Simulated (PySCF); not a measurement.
Ti(I)4, I₄Ti, SMILES [I][Ti]([I])([I])[I] at its PBE0/def2-SVP optimised geometry (Å):

```
5

Ti    -0.8416    -1.1909     0.0000
I     -1.6842    -2.3790     2.0644
I      1.6850    -1.1909     0.0000
I     -1.6812    -2.3859    -2.0619
I     -1.6850     1.1909     0.0000
```

Level of theory: PBE0/def2-TZVP, def2 effective core potentials past Kr (PySCF). The core electrons that the potentials of I replace are not part of the density.

Map of the log10 of the electron density (e/bohr³), floored at −4 on the plane z = 0.6 Å:

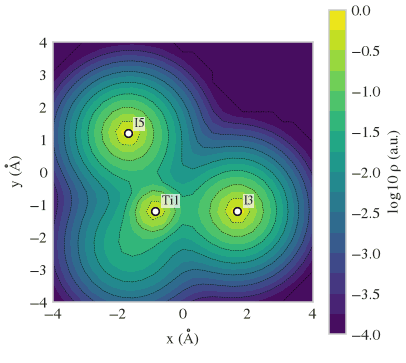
Figure. Log10 of the electron density (e/bohr³), floored at −4 on the plane z = 0.6 Å.
